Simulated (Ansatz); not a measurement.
**SiSe (SMILES [Si][Se]): HSE06/STO-3G**

What is the electronic atomisation energy of SiSe at HSE06/STO-3G? 

The results are computed with Ansatz 0.2.0.

48 further runs of the same task are left out: 13 that didn't finish, 35 set aside as unsound or not needed.

**1. Starting point**

The species is SiSe (2 atoms), meant as a singlet with charge 0. SMILES: `[Si][Se]`. The shape comes from GFN2-xTB, which is rough for such elements, and wasn't checked as a minimum.

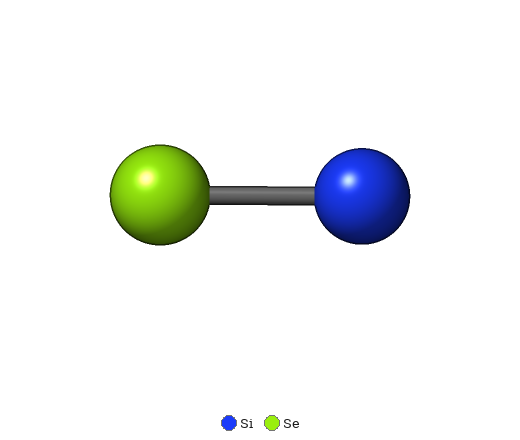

The structure, seen from a chosen angle (silicon blue, selenium green).

**2. The energy at HSE06/STO-3G**

The input, job.yaml:

```yaml
crystal:
  periodic: [false, false, false]
  atoms:
    - {symbol: Si, position_ang: [0.000000, 0.000000, 0.000000]}
    - {symbol: Se, position_ang: [0.000000, 0.000000, 2.124530]}
basis:
  gaussian:
    orbitals: STO-3G
hamiltonian:
  xc: hse06
accuracy: high
```

Run with:

```console
$ ansatz run job.yaml --threads 1 --pin off --max-ram 2610MiB --events-out events.jsonl --progress --plain --runs-dir runs
```

The log of the run:

```text
Warning: RAYON_NUM_THREADS=1 ignored (pool sized by the plan → 1); use --threads N
Functional definition: HSE06
  name "HSE06"
  parameter a = 0.25
  parameter omega = 0.11/bohr
  exchange = pbe_x - a*pbe_x_sr(omega) + a*exact_x_sr(omega)
  correlation = pbe_c
372 factors; integrals over basis functions are off by at most 2.4e-8 eV
49 factors; integrals over basis functions are off by at most 1.2e-9 eV
mean field evaluation 1: about -72395.9775 eV, gradient 2.6e1 eV
mean field evaluation 2: about -72340.7177 eV, gradient 9.8e1 eV
mean field evaluation 4: about -72400.2562 eV, gradient 1.9e0 eV
mean field evaluation 8: about -72400.2575 eV, gradient 6.4e-2 eV
mean field evaluation 16: about -72400.2575 eV, gradient 3.0e-8 eV
mean field -72400.25752379 eV, -2660.6603893423 hartree, gradient 3.0e-8 eV, S^2 0.000000; 0 other end points of the search recorded, 0 dependent functions left out
reference -72400.25752532 eV, -2660.6603893982 hartree; 24, 24 occupied and 3, 3 virtual orbitals, 372 factors
Total energy: -72400.25752532 eV, -2660.6603893982 hartree
```

Run time: 1.2 s. Hardware: 1 thread of Arm Neoverse V1, shared host; peak memory 0.09 GiB.

**3. The Se atom at the same level**

The input, job.yaml:

```yaml
basis:
  gaussian:
    orbitals: STO-3G
crystal:
  periodic: [false, false, false]
  atoms:
    - {symbol: Se, position_ang: [0.000000, 0.000000, 0.000000]}
magnetization:
  spin_polarized: true
  initial_magnetization: 2
hamiltonian:
  xc: {name: HSE06}
accuracy: high
```

Run with:

```console
$ ansatz run job.yaml --threads 1 --pin off --max-ram 2610MiB --events-out events.jsonl --progress --plain --runs-dir runs
```

The log of the run, shortened:

```text
Warning: RAYON_NUM_THREADS=1 ignored (pool sized by the plan → 1); use --threads N
[... 6 set-up lines as earlier in the session ...]
138 factors; integrals over basis functions are off by at most 4.8e-9 eV
26 factors; integrals over basis functions are off by at most 2.5e-10 eV
mean field evaluation 1: about -64615.6151 eV, gradient 1.5e-1 eV
mean field evaluation 2: about -64615.6152 eV, gradient 1.2e-3 eV
mean field evaluation 4: about -64615.6162 eV, gradient 1.2e-6 eV
mean field evaluation 8: about -64615.6162 eV, gradient 1.1e-8 eV
mean field -64615.61622693 eV, -2374.5800983020 hartree, gradient 1.1e-8 eV, S^2 2.000000; 0 other end points of the search recorded, 0 dependent functions left out
reference -64615.61622813 eV, -2374.5800983460 hartree; 18, 16 occupied and 0, 2 virtual orbitals, 138 factors
Total energy: -64615.61622813 eV, -2374.5800983460 hartree
```

Run time: 0.85 s. Hardware: 1 thread of Arm Neoverse V1, shared host; peak memory 0.092 GiB.

**4. The Si atom at the same level**

The input, job.yaml:

```yaml
crystal:
  periodic: [false, false, false]
  atoms:
    - {symbol: Si, position_ang: [0.000000, 0.000000, 0.000000]}
basis:
  gaussian: {orbitals: STO-3G}
magnetization: {spin_polarized: true, initial_magnetization: 2}
hamiltonian: {xc: hse06}
accuracy: high
```

Run the same way, it converges to -285.81686 Eh (log not shown).

**5. What came out**

Level: HSE06/STO-3G.

| quantity | value |
| --- | --- |
| molecule: total energy | -2660.66039 Eh |
| Se atom: total energy | -2374.58010 Eh |
| Se atom: ⟨S²⟩ | 2.000 |
| Si atom: total energy | -285.81686 Eh |
| Si atom: ⟨S²⟩ | 2.000 |
| electronic atomisation energy | 7.168 eV |

In words: Taking the molecule apart into free atoms costs 7.17 eV (165 kcal/mol), before zero-point energy and without spin-orbit coupling. In a minimal basis such a difference can be off by several eV, whatever the method.
